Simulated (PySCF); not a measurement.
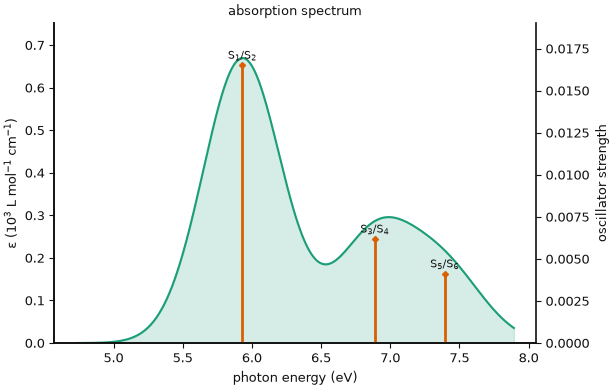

Vertical TDDFT excitations, B3LYP/def2-SVPD (IEF-PCM acetone) with PySCF 2.14.0, at a PBE0-D3(BJ)/def2-SVP geometry (no frequency check). The lowest 6 singlet states are shown; each is broadened by a Gaussian of 1/e half-width 0.40 eV. Sticks give oscillator strengths (right axis). States within 0.01 eV of each other are merged, with their strengths summed.

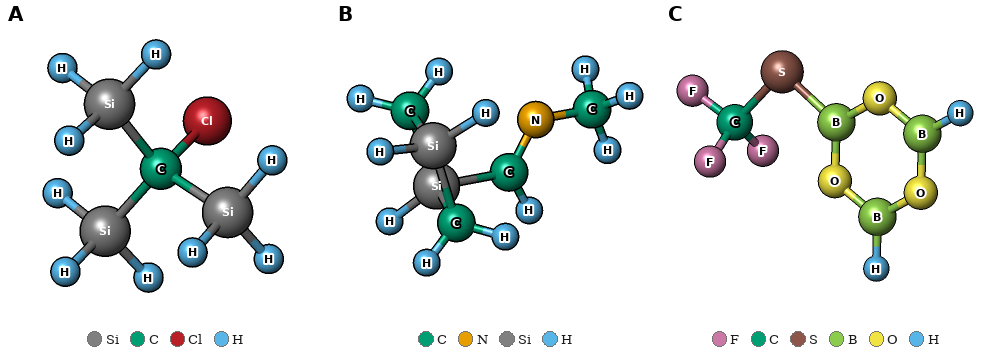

### Whose absorption spectrum is this? The candidates are drawn in the second picture.

Structure A, CH₉ClSi₃, SMILES [SiH3]C([SiH3])([SiH3])Cl. Its lowest singlet lies at 5.93 eV (f = 0.017) and the brightest of those computed is S1/S2 at 5.93 eV (209 nm), f = 0.017, mainly HOMO/HOMO−1 → LUMO.

Known limits of this run: core orbitals are frozen in the response.
